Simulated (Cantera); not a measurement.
Feed: 1 mol HMDSO, 0.49 mol N2O, 9.8 mol H2, held at 10000 Pa.

Cantera equilibrium calculation (NASA polynomials, part measured and part estimated; ideal gas, pure solids and liquids). Candidate condensed phases: C, C6H6, C7H8, C8H18, H2O, Si, SiC, SiO2, Si2N2O, Si3N4; 151 gas species. The feed counts by its element totals alone. Mutual solubility and eutectic melting of coexisting phases are not modelled. The tables hold silica as quartz up to 1696 K and as liquid above; real silica turns to tridymite and cristobalite and melts near 1996 K. Kinetics and transport are ignored.

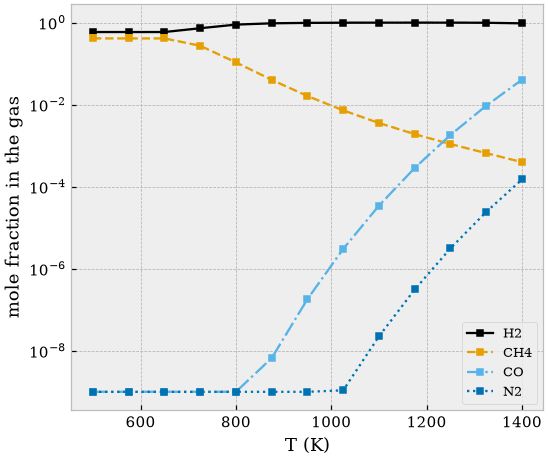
Figure. Equilibrium gas composition (values under 1e-9 drawn at 1e-9)

From 500 K to 650 K the condensed part is SiC(s) + SiO2(α-quartz) + Si2N2O(s). From 725 K to 800 K the condensed part is C(graphite) + SiC(s) + SiO2(α-quartz) + Si2N2O(s). From 875 K to 1400 K the condensed part is C(graphite) + SiC(s) + SiO2(β-quartz) + Si2N2O(s).
